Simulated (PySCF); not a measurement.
# C3H5Cl (1-chloro-1-propene(E)): the cost of one run

The runs use PySCF 2.14.0, with density-fitted response routines of our own; the level of theory stands in each step. All values are computed, except where a source is named. Atoms are numbered from 0 throughout.

## Step 1: The starting structure

9 atoms, charge 0, multiplicity 1; geometry from: GFN2-xTB. The atoms were then displaced at random by about 0.01 Å, so the start is not that level's minimum.

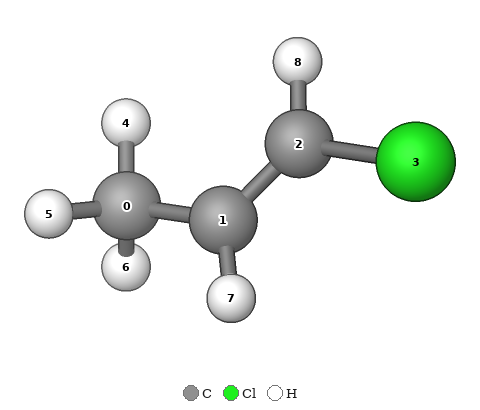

As it starts; carbon grey, chlorine green, hydrogen white, atoms numbered; sticks join atoms by distance.

## Step 2: Relaxing the molecule at PBE0-D3(BJ)/def2-TZVP

What the job is given:

```
{"job": {"xc": "PBE0", "basis": "def2-TZVP", "d3": "d3bj", "grid": 2, "shake": 0.01, "kind": "geom"}, "charge": 0, "multiplicity": 1}
C     -1.177400     0.004660     0.011770
C      0.206170    -0.458610     0.048350
C      1.238810     0.341020    -0.067670
Cl     2.915310    -0.231550    -0.011000
H     -1.241090     1.102040    -0.129740
H     -1.715790    -0.233310     0.927410
H     -1.719210    -0.445890    -0.816830
H      0.365940    -1.513020     0.173050
H      1.185090     1.417500    -0.169070
```

The run is started by

```bash
> OMP_NUM_THREADS=1 python probes_run.py task.json out
```

The driver reads the jobs from task.json and runs them one after another.

**Question.** How long does this first job take on 1 thread of Arm Neoverse V1, shared host, and how much memory does it need?

About 52 s, with a peak of 0.7 GiB.
